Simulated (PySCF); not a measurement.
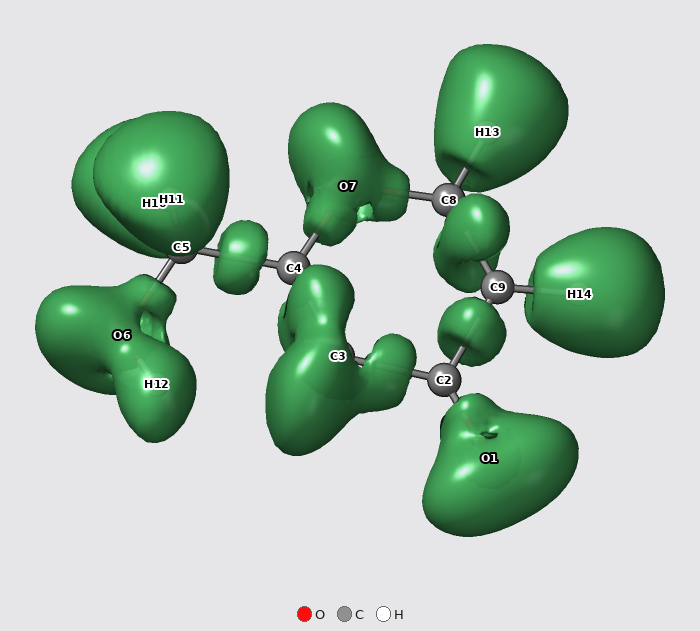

Figure 1: C$_{6}$H$_{5}$O$_{3}$ (SMILES O=c1[c]c(CO)occ1) (doublet). Isosurface of the ELF at 0.75 (green), seen at a tilt. Only the valence region is drawn (cores and ρ < 0.01 e/Å³ removed).

Geometry: GFN2-xTB.

Method: UKS B3LYP, pcH-1 on C H O, non-relativistic, mean-field spin-orbit, GIAO in PySCF.

```yaml
atoms:
  - { symbol: O, position_ang: [-2.1214, 2.0650, -0.9313] }
  - { symbol: C, position_ang: [-1.4766, 1.1183, -0.5475] }
  - { symbol: C, position_ang: [-0.0678, 0.9867, -0.3272] }
  - { symbol: C, position_ang: [0.5685, -0.1028, 0.0892] }
  - { symbol: C, position_ang: [2.0530, -0.1778, 0.3286] }
  - { symbol: O, position_ang: [2.7676, 0.8295, -0.3218] }
  - { symbol: O, position_ang: [-0.0923, -1.2701, 0.3823] }
  - { symbol: C, position_ang: [-1.4132, -1.2430, 0.2176] }
  - { symbol: C, position_ang: [-2.1114, -0.1797, -0.2045] }
  - { symbol: H, position_ang: [2.4363, -1.1337, -0.0406] }
  - { symbol: H, position_ang: [2.2251, -0.1433, 1.4192] }
  - { symbol: H, position_ang: [2.2882, 1.6630, -0.2298] }
  - { symbol: H, position_ang: [-1.8745, -2.1907, 0.4640] }
  - { symbol: H, position_ang: [-3.1824, -0.2219, -0.3203] }
```

What do the ELF domains correspond to?

Answer. At this value the surface marks out three regions between bonded C–C atoms (shared pairs), four regions around hydrogen nuclei, one region on C in which the atom's valence shell and bonds are merged, two regions on O in which the atom's valence shell and bonds are merged and one joined region spread over several atoms (H, O), in which their bonds and any lone pairs are merged.

Values along the shortest contacts:
C–O (1.21 Å): the ELF peaks at about 0.85 between the atoms (a short, multiple covalent bond). C–C (1.33 Å): the ELF peaks at about 0.90 between the atoms; a multiple bond.
